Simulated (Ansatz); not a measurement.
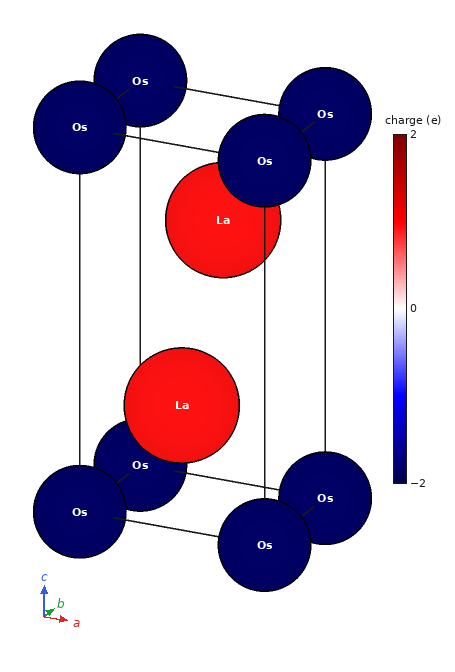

The image is a spheres-only drawing of a crystal, viewed slightly off an axis. The box is the simulation cell; atoms on or close to its faces, edges and corners are drawn wherever they repeat. The atoms of this La2Os cell are coloured by their Bader charge.

Method used: DFT PBE, scalar-relativistic, plane waves, PAW in Ansatz 0.2.0. It ran with a 420 eV plane-wave basis, k-points on a 12×12×8 grid, Gaussian smearing of 0.1 eV, no spin polarisation.

Question: What charges do the elements carry?

Answer: Most positive: La; most negative: Os. Charges: about La +0.9 e; Os -1.9 e.

Its origin is a structure type filled with these elements by a generator (whether the compound takes this form wasn't checked). Earlier steps of the study may have refined or changed the cell and positions. A calculation with Ansatz used it as input.
